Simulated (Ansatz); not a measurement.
# B2S (triplet): one geometry, many settings at a displaced geometry (v1)

What do other methods and options give for B2S (triplet) at this geometry, and how long do they take?

Method: the settings change from run to run; program: Ansatz 0.2.0, Gaussian basis.

27 further runs of the same task are left out: 13 that didn't finish, 14 set aside as unsound or not needed.

## 1. The geometry

The geometry is a PBE0/def2-TZVP stationary point (not a proven minimum) with its atoms shifted at random (size 0.040 Å).

3 atoms, charge 0, spin multiplicity 3.

Atoms are counted from 1 here; the program's logs count them from 0.

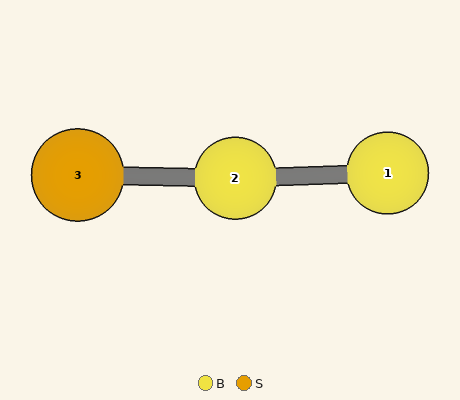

The structure; boron yellow, sulfur amber; atoms are numbered from 1 in the order of the file.

## 2. BCCD/cc-pVDZ

Input file in.yaml:

```yaml
crystal:
  periodic: [false, false, false]
  atoms:
    - {symbol: B, position_ang: [-0.015433, -0.009008, 1.622641]}
    - {symbol: B, position_ang: [-0.016266, -0.025151, 0.018787]}
    - {symbol: S, position_ang: [0.031698, 0.034159, -1.641428]}
basis:
  gaussian: {orbitals: cc-pVDZ}
magnetization: {spin_polarized: false, initial_magnetization: 2}
hamiltonian: {xc: {name: PBE0}, pseudopotentials: {relativity: scalar}}
correlation: {method: bccd, electrons: outside_noble_gas}
```

The run is started by

```console
ansatz run in.yaml --threads 1 --pin off --events-out ev --progress --plain --max-ram 2393MiB
```

Log (excerpt; [...] marks lines left out):

```text
Functional definition: PBE0
  name "PBE0"
  cite "Adamo & Barone, J. Chem. Phys. 110, 6158 (1999) doi:10.1063/1.478522"
  cite "Perdew, Burke & Ernzerhof, Phys. Rev. Lett. 77, 3865 (1996) doi:10.1103/PhysRevLett.77.3865"
  parent pbe
[...]
458 factors; integrals over basis functions are off by at most 1.3e-3 eV
[...]
mean field -12204.55710413 eV, -448.5092010307 hartree, gradient 4.9e-11 eV, S^2 2.000000; 2 other end points of the search recorded, 0 dependent functions left out
[...]
7 core orbitals not correlated: weight in the atoms' cores, before any rotation towards them, 1.000 or more for the frozen orbitals, at most 0.000 for the correlated occupied ones
reference -12183.94654112 eV, -447.7517768106 hartree; 7, 5 occupied and 32, 34 virtual orbitals, 458 factors
second order -6.88169945 eV of doubles, -0.29153417 eV of singles
cycle   1  -7.04724343 eV  change    1.1e-1 eV  update   1.4e-1
[...]
cycle  15  -7.45972294 eV  change    6.6e-6 eV  update   6.5e-6
Total energy: -12191.40626406 eV, -448.0259165722 hartree
Relativity: scalar
```

Run time: 40 s. Hardware: 1 thread of AMD EPYC, shared host.

From the report: correlation -7.4597 eV; largest double amplitude 0.08.

## 3. CCSD/6-31G

Input file in.yaml:

```yaml
crystal:
  periodic: [false, false, false]
  atoms:
    - {symbol: B, position_ang: [-0.015433, -0.009008, 1.622641]}
    - {symbol: B, position_ang: [-0.016266, -0.025151, 0.018787]}
    - {symbol: S, position_ang: [0.031698, 0.034159, -1.641428]}
basis:
  gaussian: {orbitals: 6-31G}
magnetization: {spin_polarized: true, initial_magnetization: 2}
hamiltonian: {xc: {name: r2SCAN}}
correlation: {method: ccsd, electrons: outside_noble_gas}
```

The command is unchanged.

Log (excerpt; [...] marks lines left out):

```text
Functional definition: r2SCAN
  name "r2SCAN"
  cite "Furness, Kaplan, Ning, Perdew & Sun, J. Phys. Chem. Lett. 11, 8208 (2020) doi:10.1021/acs.jpclett.0c02405"
  cite "Furness, Kaplan, Ning, Perdew & Sun, J. Phys. Chem. Lett. 11, 9248 (2020) doi:10.1021/acs.jpclett.0c03077"
  parent r2scan
[...]
392 factors; integrals over basis functions are off by at most 1.5e-4 eV
[...]
mean field -12180.96112250 eV, -447.6420647000 hartree, gradient 4.0e-11 eV, S^2 2.011772; 8 other end points of the search recorded, 0 dependent functions left out
7 core orbitals not correlated: weight in the atoms' cores, before any rotation towards them, 1.000 or more for the frozen orbitals, at most 0.000 for the correlated occupied ones
reference -12155.70185717 eV, -446.7138038204 hartree; 7, 5 occupied and 17, 19 virtual orbitals, 392 factors
second order -4.01396527 eV of doubles, -0.29845784 eV of singles
cycle   1  -4.02785541 eV  change    2.6e-1 eV  update   1.5e-1
[...]
cycle  14  -4.39650023 eV  change   -3.1e-6 eV  update   7.1e-6
Total energy: -12160.09835741 eV, -446.8753722239 hartree
```

Run time: 60 s. Hardware: 1 thread of AMD EPYC, shared host.

From the report: ⟨S²⟩ of the determinant 2.012 (pure triplet: 2.00); correlation -4.3965 eV; T1 0.019; largest double amplitude 0.09. The orbitals are Kohn-Sham ones, so correlation energy and T1 don't compare with those on Hartree-Fock orbitals.

## 4. CISD/cc-pVDZ

Input file in.yaml:

```yaml
crystal:
  periodic: [false, false, false]
  atoms:
    - {symbol: B, position_ang: [-0.015433, -0.009008, 1.622641]}
    - {symbol: B, position_ang: [-0.016266, -0.025151, 0.018787]}
    - {symbol: S, position_ang: [0.031698, 0.034159, -1.641428]}
basis:
  gaussian: {orbitals: cc-pVDZ}
magnetization: {spin_polarized: false, initial_magnetization: 2}
correlation: {active_space: {ras: {orbitals: [5, 2, 32], electrons: 12, max_holes: 2, max_particles: 2}, fixed_orbitals: true}}
scf: {lower_state_search: off}
```

The command is unchanged.

Log (excerpt; [...] marks lines left out):

```text
Functional definition: HF
  name "HF"
  cite "Fock, Z. Phys. 61, 126 (1930) doi:10.1007/BF01340294"
  parent pbe
[...]
458 factors; integrals over basis functions are off by at most 1.3e-3 eV
[...]
mean field -12157.90650195 eV, -446.7948230215 hartree, gradient 2.2e-6 eV, S^2 2.000000; 0 other end points of the search recorded, 0 dependent functions left out
reference -12157.90650195 eV, -446.7948230215 hartree; 14, 12 occupied and 32, 34 virtual orbitals, 458 factors
state -12164.34880548 eV, -447.0315733097 hartree
Total energy: -12164.34880548 eV, -447.0315733097 hartree
Checks for a lower state left out: stability, starts, cluster_reference, orbital_swaps, neighbouring_geometries, increment
```

Run time: 11 s. Hardware: 1 thread of AMD EPYC, shared host.

From the report: 113,272 determinants.

## 5. MP2 on ROHF/cc-pVDZ

Changes to in.yaml since step 4:

```diff
@@ -9,3 +9,4 @@
 magnetization: {spin_polarized: false, initial_magnetization: 2}
-correlation: {active_space: {ras: {orbitals: [5, 2, 32], electrons: 12, max_holes: 2, max_particles: 2}, fixed_orbitals: true}}
-scf: {lower_state_search: off}
+correlation: {method: mp2, electrons: valence}
+accuracy: high
+output: {forces: true}
```

The command is unchanged.

Log (excerpt; [...] marks lines left out):

```text
Functional definition: HF
  name "HF"
  cite "Fock, Z. Phys. 61, 126 (1930) doi:10.1007/BF01340294"
  parent pbe
[...]
911 factors; integrals over basis functions are off by at most 3.5e-9 eV
[...]
mean field -12157.90652093 eV, -446.7948237191 hartree, gradient 2.9e-8 eV, S^2 2.000000; 10 other end points of the search recorded, 0 dependent functions left out
[...]
7 core orbitals not correlated: weight in the atoms' cores, before any rotation towards them, 1.000 or more for the frozen orbitals, at most 0.000 for the correlated occupied ones
reference -12157.90652093 eV, -446.7948237191 hartree; 7, 5 occupied and 32, 34 virtual orbitals, 911 factors
second order -6.31963746 eV of doubles, -0.03122919 eV of singles
[...]
Total energy: -12164.25738757 eV, -447.0282137635 hartree
Atom 0 at    -0.015433    -0.009008     1.622641 Å, force    -0.023237    -0.030812     0.579883 eV/Å
Atom 1 at    -0.016266    -0.025151     0.018787 Å, force     0.074963     0.102059    -1.583220 eV/Å
Atom 2 at     0.031698     0.034159    -1.641428 Å, force    -0.051726    -0.071247     1.003337 eV/Å
Dipole moment:    -0.006840    -0.007983     0.288015 e Å
```

Run time: 45 s. Hardware: 1 thread of AMD EPYC, shared host.

## 6. HF/STO-3G

Changes to in.yaml since step 5:

```diff
@@ -7,6 +7,6 @@
 basis:
-  gaussian: {orbitals: cc-pVDZ}
+  gaussian: {orbitals: STO-3G}
 magnetization: {spin_polarized: false, initial_magnetization: 2}
-correlation: {method: mp2, electrons: valence}
-accuracy: high
-output: {forces: true}
+hamiltonian: {xc: hf}
+scf: {lower_state_search: light}
+output: {forces: true, orbitals: {seedname: orbitals}}
```

The command is unchanged.

Log (excerpt; [...] marks lines left out):

```text
Functional definition: HF
  name "HF"
  cite "Fock, Z. Phys. 61, 126 (1930) doi:10.1007/BF01340294"
  parent pbe
[...]
222 factors; integrals over basis functions are off by at most 2.4e-4 eV
[...]
mean field -12020.67483242 eV, -441.7516521854 hartree, gradient 3.8e-6 eV, S^2 2.000000; 4 other end points of the search recorded, 0 dependent functions left out
[...]
reference -12020.67483242 eV, -441.7516521854 hartree; 14, 12 occupied and 5, 7 virtual orbitals, 222 factors
Total energy: -12020.67483242 eV, -441.7516521854 hartree
Atom 0 at    -0.015433    -0.009008     1.622641 Å, force    -0.036451    -0.063083    -0.683865 eV/Å
Atom 1 at    -0.016266    -0.025151     0.018787 Å, force     0.245476     0.332726    -5.344208 eV/Å
Atom 2 at     0.031698     0.034159    -1.641428 Å, force    -0.209025    -0.269643     6.028073 eV/Å
Dipole moment:    -0.010422    -0.011923     0.464960 e Å
```

Run time: 2.5 s. Hardware: 1 thread of AMD EPYC, shared host.

## 7. BCCD on UHF/STO-3G

Input file in.yaml:

```yaml
crystal:
  periodic: [false, false, false]
  atoms:
    - {symbol: B, position_ang: [-0.015433, -0.009008, 1.622641]}
    - {symbol: B, position_ang: [-0.016266, -0.025151, 0.018787]}
    - {symbol: S, position_ang: [0.031698, 0.034159, -1.641428]}
basis:
  gaussian: {orbitals: STO-3G, fitting: {mean_field: def2-universal-jkfit}}
magnetization: {spin_polarized: true, initial_magnetization: 2}
correlation: {method: bccd, electrons: outside_noble_gas}
output: {forces: true}
```

Launched as before.

Log (excerpt; [...] marks lines left out):

```text
Functional definition: HF
  name "HF"
  cite "Fock, Z. Phys. 61, 126 (1930) doi:10.1007/BF01340294"
  parent pbe
[...]
278 factors; integrals over basis functions are off by at most 8.7e-3 eV
[...]
mean field -12020.88360787 eV, -441.7593245416 hartree, gradient 1.4e-6 eV, S^2 2.441173; 25 other end points of the search recorded, 0 dependent functions left out
determinant -12020.88360787 eV, -441.7593245416 hartree, with singles and doubles -12024.26446181 eV, -441.8835686324 hartree
determinant -12020.88169337 eV, -441.7592541849 hartree, with singles and doubles -12024.26351542 eV, -441.8835338533 hartree
determinant -12020.73511040 eV, -441.7538673604 hartree, with singles and doubles -12024.19689841 eV, -441.8810857232 hartree
determinant -12020.73387100 eV, -441.7538218133 hartree, with singles and doubles -12024.19615828 eV, -441.8810585239 hartree
[...]
7 core orbitals not correlated: weight in the atoms' cores, before any rotation towards them, 1.000 or more for the frozen orbitals, at most 0.000 for the correlated occupied ones
reference -12020.72047084 eV, -441.7533293663 hartree; 7, 5 occupied and 5, 7 virtual orbitals, 278 factors
second order -3.08591106 eV of doubles, -0.00000000 eV of singles
cycle   1  -3.46809984 eV  change    2.8e-2 eV  update   5.6e-2
[...]
cycle  16  -3.44177465 eV  change   -8.1e-7 eV  update   1.4e-6
WARN: the results are in doubt because among natural orbitals full CI differs from the method by -0.266 eV
[...]
Total energy: -12024.16224549 eV, -441.8798122519 hartree
Atom 0 at    -0.015433    -0.009008     1.622641 Å, force    -0.037652    -0.068525    -1.069899 eV/Å
Atom 1 at    -0.016266    -0.025151     0.018787 Å, force     0.184213     0.261238    -2.762703 eV/Å
Atom 2 at     0.031698     0.034159    -1.641428 Å, force    -0.146561    -0.192713     3.832602 eV/Å
Dipole moment:    -0.001905    -0.001627     0.144616 e Å
In doubt: among natural orbitals full CI differs from the method by -0.266 eV
```

Wall time 45 s (1 thread of AMD EPYC, shared host).

From the report: ⟨S²⟩ of the determinant 2.024 (pure triplet: 2.00); correlation -3.4418 eV; largest double amplitude 0.13. Mind the lines of doubt at the end of the log.

## 8. BCCD on UHF/cc-pVDZ

Input file in.yaml:

```yaml
crystal:
  periodic: [false, false, false]
  atoms:
    - {symbol: B, position_ang: [-0.015433, -0.009008, 1.622641]}
    - {symbol: B, position_ang: [-0.016266, -0.025151, 0.018787]}
    - {symbol: S, position_ang: [0.031698, 0.034159, -1.641428]}
basis:
  gaussian: {orbitals: cc-pVDZ}
magnetization: {spin_polarized: true, initial_magnetization: 2}
hamiltonian: {pseudopotentials: {relativity: none}}
correlation: {method: bccd, electrons: valence}
```

The command is unchanged.

Log (excerpt; [...] marks lines left out):

```text
Functional definition: HF
  name "HF"
  cite "Fock, Z. Phys. 61, 126 (1930) doi:10.1007/BF01340294"
  parent pbe
[...]
458 factors; integrals over basis functions are off by at most 1.3e-3 eV
[...]
mean field -12157.96226692 eV, -446.7968723463 hartree, gradient 2.1e-6 eV, S^2 2.026738; 21 other end points of the search recorded, 0 dependent functions left out
determinant -12157.96226692 eV, -446.7968723463 hartree, with singles and doubles -12165.01390315 eV, -447.0560151983 hartree
determinant -12157.96115938 eV, -446.7968316453 hartree, with singles and doubles -12165.01279216 eV, -447.0559743701 hartree
determinant -12155.69735915 eV, -446.7136385213 hartree, with singles and doubles -12162.23493982 eV, -446.9538901794 hartree
determinant -12155.50272552 eV, -446.7064858673 hartree, with singles and doubles -12162.10691810 eV, -446.9491854679 hartree
[...]
determinant -12154.53397833 eV, -446.6708850647 hartree, with singles and doubles -12161.25945390 eV, -446.9180417332 hartree
determinant -12157.96226692 eV, -446.7968723463 hartree, with singles and doubles -12165.01735173 eV, -447.0561419310 hartree
determinant -12157.96115938 eV, -446.7968316453 hartree, with singles and doubles -12165.01622514 eV, -447.0561005296 hartree
7 core orbitals not correlated: weight in the atoms' cores, before any rotation towards them, 1.000 or more for the frozen orbitals, at most 0.000 for the correlated occupied ones
reference -12157.96226692 eV, -446.7968723463 hartree; 7, 5 occupied and 32, 34 virtual orbitals, 458 factors
second order -6.29858063 eV of doubles, -0.00000000 eV of singles
cycle   1  -7.01615253 eV  change    3.9e-2 eV  update   2.9e-2
[...]
cycle  13  -7.01897945 eV  change    2.5e-6 eV  update   3.4e-6
WARN: the results are in doubt because among natural orbitals full CI differs from the method by -0.092 eV
Total energy: -12164.98124636 eV, -447.0548150834 hartree
In doubt: among natural orbitals full CI differs from the method by -0.092 eV
```

Run time: 1.9 min. Hardware: 1 thread of AMD EPYC, shared host.

From the report: ⟨S²⟩ of the determinant 2.027 (pure triplet: 2.00); correlation -7.0190 eV; largest double amplitude 0.08. Mind the lines of doubt at the end of the log.

## 9. BCCD/cc-pVDZ

Changes to in.yaml since step 8:

```diff
@@ -8,4 +8,5 @@
   gaussian: {orbitals: cc-pVDZ}
-magnetization: {spin_polarized: true, initial_magnetization: 2}
-hamiltonian: {pseudopotentials: {relativity: none}}
+magnetization: {spin_polarized: false, initial_magnetization: 2}
+hamiltonian: {xc: {name: B3LYP}}
 correlation: {method: bccd, electrons: valence}
+scf: {omitted_lower_state_checks: [cluster_reference]}
```

Launched as before.

Log (excerpt; [...] marks lines left out):

```text
Functional definition: B3LYP
  name "B3LYP"
  cite "Stephens, Devlin, Chabalowski & Frisch, J. Phys. Chem. 98, 11623 (1994) doi:10.1021/j100096a001"
  cite "Becke, Phys. Rev. A 38, 3098 (1988) doi:10.1103/PhysRevA.38.3098"
  cite "Lee, Yang & Parr, Phys. Rev. B 37, 785 (1988) doi:10.1103/PhysRevB.37.785"
  cite "Vosko, Wilk & Nusair, Can. J. Phys. 58, 1200 (1980) doi:10.1139/p80-159"
[...]
458 factors; integrals over basis functions are off by at most 1.3e-3 eV
[...]
mean field -12184.38666346 eV, -447.7679510081 hartree, gradient 5.9e-11 eV, S^2 2.000000; 4 other end points of the search recorded, 0 dependent functions left out
7 core orbitals not correlated: weight in the atoms' cores, before any rotation towards them, 1.000 or more for the frozen orbitals, at most 0.000 for the correlated occupied ones
reference -12157.35895304 eV, -446.7747009702 hartree; 7, 5 occupied and 32, 34 virtual orbitals, 458 factors
second order -6.93384020 eV of doubles, -0.35078313 eV of singles
cycle   1  -7.11929538 eV  change    1.5e-1 eV  update   1.4e-1
[...]
cycle  15  -7.54030129 eV  change    7.2e-6 eV  update   4.9e-6
Total energy: -12164.89925433 eV, -447.0518019316 hartree
Checks for a lower state left out: cluster_reference
```

It took 39 s on 1 thread of AMD EPYC, shared host.

From the report: correlation -7.5403 eV; largest double amplitude 0.08.

## 10. The runs in one table

Where basis and cores are those of an earlier UCCSDT(Q)/cc-pVDZ run (-12165.4711 eV), and the state is the same kind, the miss against it is given. † marks a result that the program doubts.

```tsv
level	correlated	functions	energy (eV)	from UCCSDT(Q) (meV)	time
BCCD/cc-pVDZ (on PBE0 orbitals, relativity set)	outside noble gas	46	-12191.4063		40 s
CCSD/6-31G (on r2SCAN orbitals)	outside noble gas	31	-12160.0984		60 s
CISD/cc-pVDZ	outside noble gas	46	-12164.3488	1122.2	11 s
MP2 on ROHF/cc-pVDZ	valence	46	-12164.2574	1213.7	45 s
HF/STO-3G		19	-12020.6748		2.5 s
BCCD on UHF/STO-3G †	outside noble gas	19	-12024.1622		45 s
BCCD on UHF/cc-pVDZ †	valence	46	-12164.9812		1.9 min
BCCD/cc-pVDZ (on B3LYP orbitals)	valence	46	-12164.8993	571.8	39 s
```

## 11. Results

| quantity | value |
| --- | --- |
| runs | 8 |
| quickest | HF/STO-3G, 2.5 s |
| slowest | BCCD on UHF/cc-pVDZ †, 1.9 min |

**Reading.** Total energies in different bases, with other cores or another treatment of relativity can't be set against each other. BCCD on UHF/cc-pVDZ † took 45 times as long as HF/STO-3G; the jobs differ in more than the method. Among the correlated runs with a miss given, it spans +572 to +1214 meV. Cores frozen from Kohn-Sham orbitals shift the total energy.
